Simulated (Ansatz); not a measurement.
Lu (P6_3/mmc): the Drude term of Re ε in the infrared

Re ε of Lu (P6_3/mmc) along x at low photon energies is read from one computed spectrum; the carriers' damping was typed as γ = 0.1 eV. x, y and z are the Cartesian axes of the input cell.

Cell: a, b, c = 3.503, 3.503, 5.551 Å (primitive vectors), 2 atoms.

Method: Ansatz 0.2.0, PBE, independent particles, k-mesh 12×12×6 with interpolation inside its cells, Gaussian parameter 0.1 eV.

Launch of the response step: `ansatz run input.yaml --threads 4 --pin off --max-ram 8192MiB --backend cpu --events-out ev --progress --plain --runs-dir out`. The run took 41 s, on 4 threads of Intel(R) Xeon(R) Platinum 8488C (Sapphire Rapids), on a shared host.

| photon energy E (eV) | wavelength (µm) | Re ε |
| --- | --- | --- |
| 0.25 | 4.96 | -122.2 |
| 0.30 | 4.13 | -84.6 |
| 0.35 | 3.54 | -60.3 |
| 0.40 | 3.10 | ? |
| 0.50 | 2.48 | -22.9 |
| 0.60 | 2.07 | -12.2 |
| 0.70 | 1.77 | -3.8 |

A Drude term over a constant background gives Re ε = ε_b − ωp²/(E² + γ²), linear in 1/(E² + γ²).

Working, on the rows shown:

| x = 1/(E² + γ²) (eV⁻²) | y = Re ε |
| --- | --- |
| 13.7931 | -122.2 |
| 10 | -84.6 |
| 7.54717 | -60.3 |
| 3.84615 | -22.9 |
| 2.7027 | -12.2 |
| 2 | -3.8 |

Means: x̄ = 6.6482, ȳ = -51. Σ(x − x̄)(y − ȳ) = -1081, Σ(x − x̄)² = 108.1. Slope = -1081 / 108.1 = -9.998; intercept = ȳ − slope · x̄ = 15.467. The line misses the rows shown by at most 0.73.

Problem. Fill in the last column of the withheld row.

Solution. At x = 5.8824 the line gives y = -43.343. The run gave -43.4, so the interpolation is off by 0.057, 0.0 % of the range in the table.

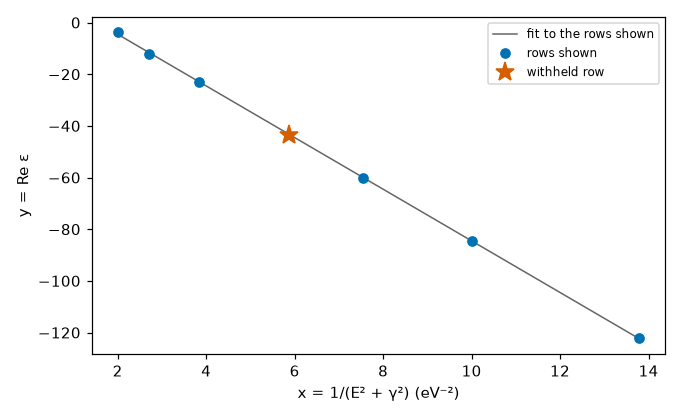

Refitted with all rows, the slope is -9.997 and the intercept 15.456. These give ωp = √(−slope) = 3.16 eV, against 3.34 eV from the program's Fermi-surface sum, and an intercept of 15.5. Taking the program's Drude term off the rows leaves 32 at the lowest energy and 18 at the highest, so the background isn't constant: interband transitions lie in or near the window, and neither fitted number can be trusted. The values come from a sum over the points of one k-mesh and carry its error, which is largest for Fermi-surface quantities. Spin-orbit coupling is left out.
